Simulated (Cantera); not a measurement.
Input: 1 mol C, 1.1 mol O2, 5.2 mol H2, at 160 Pa.

These are equilibrium values from Cantera (NASA tables, ideal gas, pure condensed phases), not measurements of a reactor. Candidate condensed phases: C, C6H6, C7H8, C8H18, H2O; 110 gas species. Kinetics and transport are ignored.

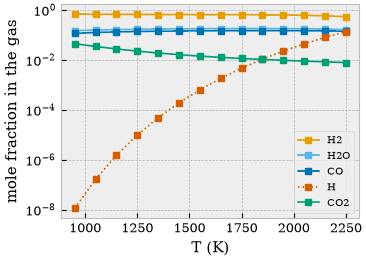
Equilibrium gas composition (values under 1e-9 drawn at 1e-9)

Problem. Read off the mole fractions at 1950 K.

Solution. H2 about 0.64, H2O about 0.18, CO about 0.15, H about 0.023, CO2 about 0.0097.
